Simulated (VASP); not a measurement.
# Cr2B with r2SCAN: from relaxation to properties, part 3 of 4

What structure does Cr2B take at this level, and what are its properties? The start is a computed cell from the Materials Project.

VASP 6.6.1; r2SCAN, spin-polarised from a ferromagnetic start; plane waves and PAW (Cr_pv, B).

So far. Step 2 (Full relaxation (r2SCAN)): It ends with a largest force of 0.009 eV/Å and a pressure of 0.05 GPa. Step 3 (Density, ELF and potential (r2SCAN)): In this run the pressure is 0.05 GPa, small enough to go on. The relaxed cell has a, b, c = 4.185, 7.290, 14.498 Å (conventional setting).

## 4. Bands along the symmetry lines (r2SCAN)

The mesh alone shows little of the dispersion and can miss band extrema, so KPOINTS_OPT adds a path through the symmetry points after the self-consistent cycle.

Contents of INCAR:

```
SYSTEM = Cr2B
PREC = Accurate
ENCUT = 420
EDIFF = 1E-06
NELM = 100
ISMEAR = 1
SIGMA = 0.2
LREAL = .FALSE.
ALGO = Normal
METAGGA = R2SCAN
LASPH = .TRUE.
NBANDS = 102
ISPIN = 2
MAGMOM = 3 3 3 3 3 3 3 3 0 0 0 0
LMAXMIX = 4
LORBIT = 11
LWAVE = .FALSE.
LCHARG = .FALSE.
KPAR = 8
```

Contents of POSCAR:

```
Cr2B
1.0
    4.1853373751      0.0000000000      0.0000000000
   -2.0926686876     -3.6449280048      0.0000000000
   -2.0926686876      0.0000000000     -7.2488054813
Cr B
8 4
Direct
    0.1671404134      0.5000000000      0.3342808267
    0.5828595866      0.0000000000      0.1657191733
    0.5848827994      0.1697655988      0.5000000000
    0.4171404134      0.0000000000      0.8342808267
    0.1651172006      0.3302344012      0.0000000000
    0.9151172006      0.8302344012      0.5000000000
    0.3328595866      0.5000000000      0.6657191733
    0.8348827994      0.6697655988      0.0000000000
    0.1256496902      0.0000000000      0.2512993805
    0.8756496902      0.5000000000      0.7512993805
    0.8743503098      0.0000000000      0.7487006195
    0.6243503098      0.5000000000      0.2487006195
```

Contents of KPOINTS:

```
Automatic mesh
0
Gamma
6 6 6
0 0 0
```

Contents of KPOINTS_OPT:

```
Line mode
12
Line-mode
Reciprocal
  0.00000000   0.00000000   0.00000000 GAMMA
  0.00000000  -0.50000000   0.00000000 Y

  0.00000000  -0.50000000   0.00000000 Y
  0.00000000  -0.50000000  -0.50000000 T

  0.00000000  -0.50000000  -0.50000000 T
  0.00000000   0.00000000  -0.50000000 Z

  0.00000000   0.00000000  -0.50000000 Z
  0.00000000   0.00000000   0.00000000 GAMMA

  0.00000000   0.00000000   0.00000000 GAMMA
  0.70648500  -0.35324250  -0.35324250 X

  0.70648500  -0.35324250  -0.35324250 X
  0.37685780  -0.68842890  -0.18842890 A1

  0.37685780  -0.68842890  -0.18842890 A1
  0.00000000  -0.50000000   0.00000000 Y

  0.00000000  -0.50000000  -0.50000000 T
  0.29351500  -0.64675750  -0.64675750 X1

  0.70648500  -0.35324250  -0.35324250 X
  0.62314220  -0.31157110  -0.81157110 A

  0.62314220  -0.31157110  -0.81157110 A
  0.00000000   0.00000000  -0.50000000 Z

  0.50000000  -0.50000000  -0.50000000 L
  0.00000000   0.00000000   0.00000000 GAMMA
```

The projector-augmented-wave data sets are Cr_pv and B (PBE family, release 64).

The run is started by

```bash
$ mpirun -np 8 vasp_std
```

Output:

```text
[banner, memory and clock lines left out]
running    8 mpi-ranks, on    1 nodes
 distrk:  each k-point on    1 cores,    8 groups
 distr:  one band on    1 cores,    1 groups

 POSCAR found type information on POSCAR CrB
 POSCAR found :  2 types and      12 ions
 [... a notice as in an earlier step ...]

 [... a notice as in an earlier step ...]

 LDA part: xc-table for (None), standard interpolation
 POSCAR, INCAR and KPOINTS ok, starting setup
 FFT: planning ... GRIDC
 FFT: planning ... GRID_SOFT
 FFT: planning ... GRID
 WAVECAR not read
 entering main loop
       N       E                     dE             d eps       ncg     rms          rms(c)
DAV:   1     0.134711590067E+04    0.13471E+04   -0.46728E+04 18816   0.116E+03
DAV:   2    -0.777581368884E+02   -0.14249E+04   -0.13177E+04 18768   0.407E+02
DAV:   3    -0.184865113792E+03   -0.10711E+03   -0.10042E+03 20142   0.129E+02
DAV:   4    -0.187300940695E+03   -0.24358E+01   -0.23660E+01 22610   0.191E+01
DAV:   5    -0.187349706141E+03   -0.48765E-01   -0.48102E-01 22042   0.266E+00    0.662E+01
DAV:   6    -0.147812094417E+03    0.39538E+02   -0.96550E+01 20480   0.632E+01    0.260E+01
DAV:   7    -0.150814376410E+03   -0.30023E+01   -0.14327E+01 20262   0.205E+01    0.115E+01
DAV:   8    -0.152523780358E+03   -0.17094E+01   -0.23901E+00 20594   0.152E+01    0.127E+01
DAV:   9    -0.151886486420E+03    0.63729E+00   -0.13522E+00 19992   0.934E+00    0.581E+00
DAV:  10    -0.152390829930E+03   -0.50434E+00   -0.67840E-01 20362   0.413E+00    0.266E+00
DAV:  11    -0.152427420217E+03   -0.36590E-01   -0.89966E-02 20048   0.151E+00    0.129E+00
DAV:  12    -0.152440124162E+03   -0.12704E-01   -0.15211E-02 21154   0.517E-01    0.835E-01
DAV:  13    -0.152444020171E+03   -0.38960E-02   -0.56064E-03 20150   0.289E-01    0.344E-01
DAV:  14    -0.152446750135E+03   -0.27300E-02   -0.31408E-03 20618   0.199E-01    0.205E-01
DAV:  15    -0.152448119236E+03   -0.13691E-02   -0.25040E-03 21228   0.178E-01    0.103E-01
DAV:  16    -0.152448602626E+03   -0.48339E-03   -0.96042E-04 20206   0.921E-02    0.690E-02
DAV:  17    -0.152448819567E+03   -0.21694E-03   -0.35074E-04 21258   0.670E-02    0.445E-02
DAV:  18    -0.152448911499E+03   -0.91932E-04   -0.13726E-04 20218   0.401E-02    0.289E-02
DAV:  19    -0.152448965250E+03   -0.53751E-04   -0.21516E-04 21458   0.540E-02    0.133E-02
DAV:  20    -0.152448981793E+03   -0.16544E-04   -0.25172E-05 19466   0.207E-02    0.112E-02
DAV:  21    -0.152448983752E+03   -0.19582E-05   -0.16402E-05 19934   0.157E-02    0.363E-03
DAV:  22    -0.152448984400E+03   -0.64817E-06   -0.32612E-06 16630   0.651E-03
   1 F= -.15244898E+03 E0= -.15244896E+03  d E =-.823851E-04  mag=     0.0011
 Start KPOINTS_OPT (optional k-point list driver)
k-point batch [1-46\132]
       N       E                     dE             ncg
DAV:   1     0.135303285995E+05   -0.62671E+05    18888
DAV:   2    -0.493026271705E+05   -0.62833E+05    18768
DAV:   3    -0.539971171522E+05   -0.46945E+04    22242
DAV:   4    -0.540958561061E+05   -0.98739E+02    22252
DAV:   5    -0.540967675259E+05   -0.91142E+00    20680
DAV:   6    -0.540967794257E+05   -0.11900E-01    20256
DAV:   7    -0.540967797244E+05   -0.29877E-03    19380
DAV:   8    -0.540967797334E+05   -0.89212E-05    16318
DAV:   9    -0.540967797336E+05   -0.25022E-06    14404
[...]
k-point batch [93-132\132]
       N       E                     dE             ncg
DAV:   1     0.298262270322E+05   -0.77335E+05    16376
DAV:   2    -0.249618526738E+05   -0.54788E+05    16320
DAV:   3    -0.290615477338E+05   -0.40997E+04    19592
DAV:   4    -0.291480616220E+05   -0.86514E+02    19296
DAV:   5    -0.291488439730E+05   -0.78235E+00    17912
DAV:   6    -0.291488548269E+05   -0.10854E-01    17758
DAV:   7    -0.291488551062E+05   -0.27927E-03    16476
DAV:   8    -0.291488551146E+05   -0.84173E-05    14178
DAV:   9    -0.291488551148E+05   -0.23271E-06    12490
```

It took 9.1 min on 8 MPI ranks of Intel Xeon 6975P-C (Granite Rapids), shared host; peak memory 8 GiB.

Parts of OUTCAR (step 4):

```text
 Found     46 irreducible k-points:

   k-points           NKPTS =     46   k-points in BZ     NKDIM =     46   number of bands    NBANDS=    102

   NELECT =     108.0000    total number of electrons

 E-fermi :  10.9769

 spin component 1
 k-point     1 :       0.0000    0.0000    0.0000
  band No.  band energies     occupation
    ...
     51      10.5953      1.01065
     52      10.6168      1.01442
     53      10.6804      1.02842
     54      10.7812      1.02274
     55      10.8501      0.93461
     56      10.9835      0.47187
     57      11.0842      0.11055
     58      11.1675     -0.01952
     59      12.0520     -0.00000
     60      12.1798     -0.00000
    ...

 k-point     2 :       0.1667    0.0000    0.0000
  band No.  band energies     occupation
    ...
     51      10.4653      1.00089
     52      10.5714      1.00731
     53      10.7548      1.03312
     54      10.8583      0.91683
     55      10.9300      0.69247
     56      11.0109      0.35809
     57      11.1913     -0.03108
     58      11.4109     -0.00444
     59      12.1730     -0.00000
     60      12.2333     -0.00000
    ...

 k-point     3 :       0.3333   -0.0000    0.0000
  band No.  band energies     occupation
    ...
     51      10.1095      1.00000
     52      10.4754      1.00112
     53      10.7628      1.03097
     54      10.8547      0.92484
     55      10.9709      0.52540
     56      11.3818     -0.00737
     57      11.6855     -0.00000
     58      11.7919     -0.00000
     59      11.9156     -0.00000
     60      12.2132     -0.00000
    ...

 k-point     4 :       0.5000   -0.0000   -0.0000
  band No.  band energies     occupation
    ...
     51       9.9663      1.00000
     52      10.3276      1.00002
     53      10.7492      1.03417
     54      10.8271      0.97579
     55      10.9721      0.52027
     56      11.3067     -0.02081
     57      11.5602     -0.00015
     58      11.7532     -0.00000
     59      12.2006     -0.00000
     60      12.2566     -0.00000
    ...

  Total        0.0167586     -0.0347714      0.1152444     -0.0000000      0.0000000      0.0000000
  in kB        0.2428074     -0.5037875      1.6697231     -0.0000000      0.0000000      0.0000000
  external PRESSURE =       0.4695810 kB  Pullay stress =       0.0000000 kB

 POSITION                                       TOTAL-FORCE (eV/Angst)
 -----------------------------------------------------------------------------------
     -1.04633     -1.82246     -2.42314        -0.000000      0.000000     -0.009818
      2.09267      0.00000     -1.20127         0.000000      0.000000      0.009818
      1.04633     -0.61878     -3.62440        -0.000000     -0.008577     -0.000000
      0.00000      0.00000     -6.04754        -0.000000      0.000000     -0.009818
     -0.00000     -1.20368      0.00000         0.000000      0.008577     -0.000000
      1.04633     -3.02614     -3.62440         0.000000      0.008577     -0.000000
     -1.04633     -1.82246     -4.82567         0.000000      0.000000      0.009818
      2.09267     -2.44125      0.00000        -0.000000     -0.008577     -0.000000
     -0.00000      0.00000     -1.82162        -0.000000      0.000000     -0.001451
      1.04633     -1.82246     -5.44602        -0.000000      0.000000     -0.001451
      2.09267      0.00000     -5.42719         0.000000      0.000000      0.001451
      1.04633     -1.82246     -1.80278         0.000000      0.000000      0.001451
 -----------------------------------------------------------------------------------
    total drift:                               -0.000000     -0.000000     -0.000000

  FREE ENERGIE OF THE ION-ELECTRON SYSTEM (eV)
  ---------------------------------------------------
  free  energy   TOTEN  =      -152.4489843997 eV

  energy  without entropy=     -152.4489020147  energy(sigma->0) =     -152.44895694

[... 11 parts as in an earlier step ...]

[... 8 further parts left out ...]
```

The cell is typed on its shortest vectors, so the axes of tensors and the coordinates of k-points follow the printed cell and not the standard setting.

This step gave:

```
bands    : 102
pressure : 0.04696 GPa
```

Both spin channels agree. The electronic bands at the labelled points (eV, zero at the Fermi level; # counts the bands kept, so #1 is VASP's band 27):

```tsv
point	#25	#26	#27	#28	#29	#30	#31	#32
Γ	-0.38	-0.36	-0.30	-0.20	-0.13	0.01	0.11	0.19
Y	-1.17	-1.17	-0.40	-0.40	0.59	0.59	1.23	1.23
T	-0.61	-0.61	0.34	0.34	0.36	0.36	1.16	1.16
Z	-0.38	-0.38	-0.12	-0.12	0.12	0.12	0.25	0.25
Γ	-0.38	-0.36	-0.30	-0.20	-0.13	0.01	0.11	0.19
X	-1.14	-0.76	-0.60	0.17	0.27	0.53	0.72	0.93
A1	-0.91	-0.91	-0.20	-0.20	0.05	0.05	0.60	0.60
Y	-1.17	-1.17	-0.40	-0.40	0.59	0.59	1.23	1.23
jump to T	-0.61	-0.61	0.34	0.34	0.36	0.36	1.16	1.16
X1	-1.14	-0.76	-0.60	0.17	0.27	0.53	0.72	0.93
jump to X	-1.14	-0.76	-0.60	0.17	0.27	0.53	0.72	0.93
A	-0.91	-0.91	-0.20	-0.20	0.05	0.05	0.60	0.60
Z	-0.38	-0.38	-0.12	-0.12	0.12	0.12	0.25	0.25
jump to L	-1.01	-0.65	-0.23	-0.15	0.00	0.33	0.58	0.78
Γ	-0.38	-0.36	-0.30	-0.20	-0.13	0.01	0.11	0.19
```

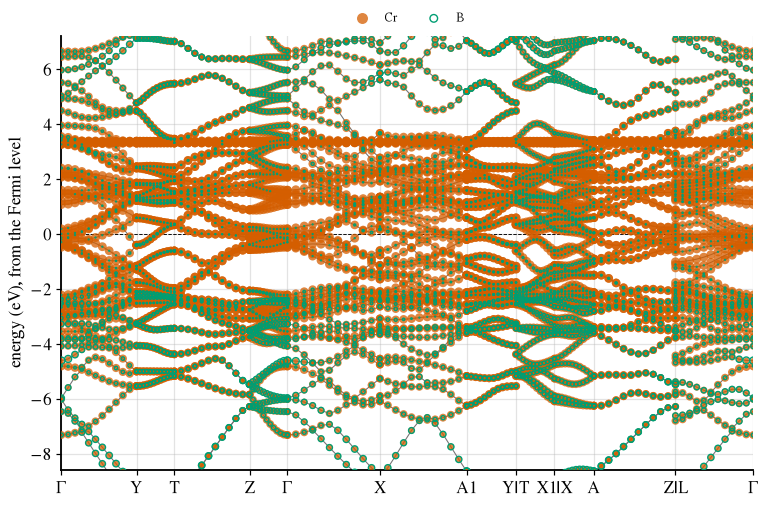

Electronic bands along the path; dots are coloured as in the legend, and their area grows with the weight.

There is no gap at this level.

## 5. Density of states (r2SCAN)

Here the states are counted by energy and projected on the atoms. The mesh is finer than in the run before.

Edit INCAR of step 4 so:

```diff
@@ -5,3 +5,3 @@
 NELM = 100
-ISMEAR = 1
+ISMEAR = -5
 SIGMA = 0.2
@@ -19 +19,2 @@
 KPAR = 8
+NEDOS = 2001
```

POSCAR is that of step 4.

Contents of KPOINTS:

```
Automatic mesh
0
Gamma
9 9 9
0 0 0
```

The run is started by

```bash
$ mpirun -np 8 vasp_std
```

Output:

```text
[... set-up lines as in an earlier step ...]
 entering main loop
       N       E                     dE             d eps       ncg     rms          rms(c)
DAV:   1     0.134578512819E+04    0.13458E+04   -0.46781E+04 51216   0.116E+03
DAV:   2    -0.777403333607E+02   -0.14235E+04   -0.13159E+04 51000   0.407E+02
DAV:   3    -0.184859103856E+03   -0.10712E+03   -0.10049E+03 54758   0.129E+02
DAV:   4    -0.187284050779E+03   -0.24249E+01   -0.23568E+01 61392   0.190E+01
DAV:   5    -0.187331657073E+03   -0.47606E-01   -0.46961E-01 60142   0.264E+00    0.661E+01
DAV:   6    -0.147812672102E+03    0.39519E+02   -0.96156E+01 55654   0.631E+01    0.259E+01
DAV:   7    -0.150829736413E+03   -0.30171E+01   -0.14323E+01 55074   0.206E+01    0.117E+01
DAV:   8    -0.152557988919E+03   -0.17283E+01   -0.24794E+00 55698   0.155E+01    0.131E+01
DAV:   9    -0.151876088541E+03    0.68190E+00   -0.14478E+00 54396   0.941E+00    0.583E+00
DAV:  10    -0.152389924939E+03   -0.51384E+00   -0.67803E-01 55376   0.412E+00    0.265E+00
DAV:  11    -0.152418262361E+03   -0.28337E-01   -0.95539E-02 54708   0.155E+00    0.126E+00
DAV:  12    -0.152427369811E+03   -0.91074E-02   -0.13151E-02 57482   0.489E-01    0.795E-01
DAV:  13    -0.152430541101E+03   -0.31713E-02   -0.50711E-03 54890   0.280E-01    0.340E-01
DAV:  14    -0.152432437887E+03   -0.18968E-02   -0.29111E-03 55360   0.201E-01    0.222E-01
DAV:  15    -0.152434178417E+03   -0.17405E-02   -0.31532E-03 57572   0.194E-01    0.125E-01
DAV:  16    -0.152434727889E+03   -0.54947E-03   -0.21287E-03 55674   0.134E-01    0.843E-02
DAV:  17    -0.152435007809E+03   -0.27992E-03   -0.11586E-03 57382   0.104E-01    0.496E-02
DAV:  18    -0.152435156761E+03   -0.14895E-03   -0.31831E-04 55016   0.529E-02    0.331E-02
DAV:  19    -0.152435204878E+03   -0.48117E-04   -0.17533E-04 56746   0.428E-02    0.184E-02
DAV:  20    -0.152435221755E+03   -0.16877E-04   -0.41553E-05 54592   0.202E-02    0.901E-03
DAV:  21    -0.152435226094E+03   -0.43397E-05   -0.79549E-06 48692   0.973E-03    0.519E-03
DAV:  22    -0.152435226799E+03   -0.70456E-06   -0.29432E-06 37906   0.680E-03
   1 F= -.15243523E+03 E0= -.15243523E+03  d E =0.000000E+00  mag=     0.0006
 -----------------------------------------------------------------------------
|                                                                             |
|           W    W    AA    RRRRR   N    N  II  N    N   GGGG   !!!           |
|           W    W   A  A   R    R  NN   N  II  NN   N  G    G  !!!           |
|           W    W  A    A  R    R  N N  N  II  N N  N  G       !!!           |
|           W WW W  AAAAAA  RRRRR   N  N N  II  N  N N  G  GGG   !            |
|           WW  WW  A    A  R   R   N   NN  II  N   NN  G    G                |
|           W    W  A    A  R    R  N    N  II  N    N   GGGG   !!!           |
|                                                                             |
|     Tetrahedron method does not include variations of the Fermi             |
|     occupations, so forces and stress will be inaccurate. We suggest        |
|     using a different smearing scheme ISMEAR = 1 or 2 for metals in         |
|     relaxations.                                                            |
|                                                                             |
 -----------------------------------------------------------------------------
```

Wall time 12 min (8 MPI ranks); peak memory 9.8 GiB.

Parts of OUTCAR (step 5):

```text
   k-points           NKPTS =    125   k-points in BZ     NKDIM =    125   number of bands    NBANDS=    102

   NELECT =     108.0000    total number of electrons

 E-fermi :  10.9807

 spin component 1
 k-point     1 :       0.0000    0.0000    0.0000
  band No.  band energies     occupation
    ...
     51      10.5955      1.00000
     52      10.6166      1.00000
     53      10.6839      1.00000
     54      10.7756      1.00000
     55      10.8523      1.00912
     56      10.9827      0.49549
     57      11.0829      0.00000
     58      11.1621      0.00000
     59      12.0454      0.00000
     60      12.1797      0.00000
    ...

 k-point     2 :       0.1111   -0.0000    0.0000
  band No.  band energies     occupation
    ...
     52      10.5717      1.00000
     53      10.6980      1.00000
     54      10.8790      1.00000
     55      10.9085      1.12197
     56      10.9454      0.60009
     57      11.1201      0.00000
     58      11.2944      0.00000
     59      12.1148      0.00000
     60      12.2140      0.00000
     61      12.3584      0.00000
    ...

  Total        0.2913812     -0.2006692      0.1925516     -0.0000000      0.0000000      0.0000000
  in kB        4.2216895     -2.9074045      2.7897920     -0.0000000      0.0000000      0.0000000
  external PRESSURE =       1.3680256 kB  Pullay stress =       0.0000000 kB

 POSITION                                       TOTAL-FORCE (eV/Angst)
 -----------------------------------------------------------------------------------
     -1.04633     -1.82246     -2.42314         0.000000      0.000000      0.006115
      2.09267      0.00000     -1.20127        -0.000000      0.000000     -0.006115
      1.04633     -0.61878     -3.62440         0.000000      0.026618     -0.000000
      0.00000      0.00000     -6.04754         0.000000      0.000000      0.006115
     -0.00000     -1.20368      0.00000        -0.000000     -0.026618      0.000000
      1.04633     -3.02614     -3.62440        -0.000000     -0.026618     -0.000000
     -1.04633     -1.82246     -4.82567        -0.000000      0.000000     -0.006115
      2.09267     -2.44125      0.00000         0.000000      0.026618      0.000000
     -0.00000      0.00000     -1.82162         0.000000      0.000000      0.008414
      1.04633     -1.82246     -5.44602         0.000000      0.000000      0.008414
      2.09267      0.00000     -5.42719        -0.000000      0.000000     -0.008414
      1.04633     -1.82246     -1.80278        -0.000000      0.000000     -0.008414
 -----------------------------------------------------------------------------------
    total drift:                               -0.000000     -0.000000     -0.000000

  FREE ENERGIE OF THE ION-ELECTRON SYSTEM (eV)
  ---------------------------------------------------
  free  energy   TOTEN  =      -152.4352267988 eV

  energy  without entropy=     -152.4352267988  energy(sigma->0) =     -152.43522680

 magnetization (x)
# of ion       s       p       d       tot
------------------------------------------
    1       -0.000  -0.000  -0.000  -0.000
    2       -0.000  -0.000  -0.000  -0.000
    3       -0.000  -0.000   0.000   0.000
    4       -0.000  -0.000  -0.000  -0.000
    5       -0.000  -0.000   0.000   0.000
    6       -0.000  -0.000   0.000   0.000
    7       -0.000  -0.000  -0.000  -0.000
    8       -0.000  -0.000   0.000   0.000
    9        0.000  -0.000   0.000   0.000
   10        0.000  -0.000   0.000   0.000
   11        0.000  -0.000   0.000   0.000
   12        0.000  -0.000   0.000   0.000
--------------------------------------------------
tot         -0.000  -0.000   0.000   0.000

[... 7 parts as in an earlier step ...]

[... 14 further parts left out ...]
```

With tetrahedra the forces and stress of a metal are not exact derivatives of the energy.

This step gave:

```
irreducible k-points   : 125
free energy (TOTEN)    : -152.4352 eV
pressure               : 0.1368 GPa
DOS at the Fermi level : 8.858 states/eV/cell
```

The density of states has structure finer than the step of the table below, so its rows give means over 1 eV, whole bins alone (the curve runs from -12.0 to 1.21 eV). Peaks (eV: height): total -3.3: 13.3, -3.1: 14.6, -2.5: 21.1, -0.1: 11.4; Cr d -2.5: 14.7, -1.9: 9.76, -0.1: 9.91, 0.8: 10.2; Cr p -3.6: 0.845, -3.3: 1.16, -3.1: 1.29, -2.5: 1.58; B p -3.7: 1.34, -3.6: 1.39, -3.3: 1.89, -3.1: 1.36; Cr s -6.4: 1.05, -5.8: 1.34, -5.4: 1.26, -4.7: 0.867.

States under -12.0 eV and over 1.2 eV are left out; both spin channels agree and are summed. Density of states against energy, zero at the Fermi level; means over each step; values in states/eV/cell:

```tsv
energy (eV)	total	Cr d	Cr p	B p	Cr s
-11	1.78	0.116	0.133	0.0348	0.364
-10	1.74	0.168	0.162	0.0746	0.240
-9	1.41	0.219	0.118	0.130	0.159
-8	1.08	0.227	0.0799	0.147	0.111
-7	1.72	0.383	0.106	0.296	0.394
-6	3.50	0.909	0.253	0.535	1.04
-5	4.08	1.55	0.297	0.628	0.762
-4	6.57	3.33	0.484	0.976	0.617
-3	13.3	8.39	1.08	1.22	0.431
-2	12.5	9.02	0.947	0.536	0.313
-1	7.19	5.80	0.459	0.129	0.128
0	8.69	7.65	0.237	0.108	0.135
```

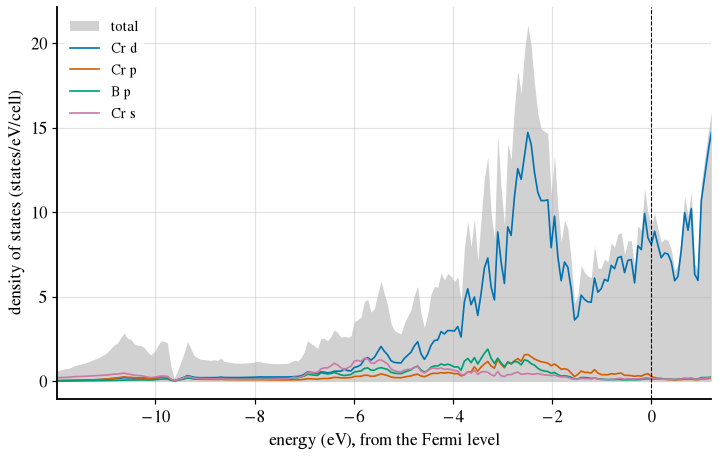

Density of states against energy.

The finer mesh and the other smearing move the Fermi level by +0.00 eV from the 6×6×6 run, a small shift, which tests the Fermi level alone. Of the states within 0.3 eV of the Fermi level, the largest shares in the PAW spheres are Cr d 88 %. The rest lies in smaller channels or between the spheres.

(Continued in part 4 of 4.)

[Lines on the potential files, build, host, timing and source positions are cut from VASP's logs without a mark.]

[Logs are printed without paths, hosts, clocks, repeated set-up lines and the standing remarks that a program may print on its own settings, such as how far it seeks lower states.]

[Hosts, paths, dates, database ids (printed as entryN), source tags and the programs' standing remarks are cut or masked in the printed files.]

[A measured line is paired with the nearest computed mode of its activity, which favours agreement.]
